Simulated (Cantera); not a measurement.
Charge: 1 mol AlCl3, 2.2 mol O2, 18 mol H2, equilibrated at 0.00120 bar.

These are equilibrium values from Cantera (NASA tables, ideal gas, pure condensed phases), not measurements of a reactor. Candidate condensed phases: Al, AlCl3, Al2O3, H2O; 29 gas species. The numbers say what is thermodynamically allowed, not how fast it happens.

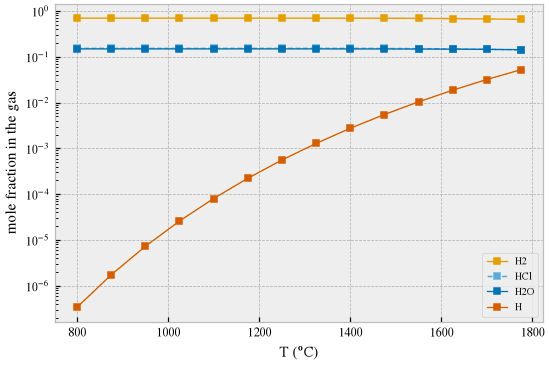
Fig. 1. Equilibrium gas composition (values under 1e-9 drawn at 1e-9)

**Question.** Read off the mole fractions at 1550 °C.

**Answer.** H2 about 0.69, HCl about 0.15, H2O about 0.15, H about 0.010.
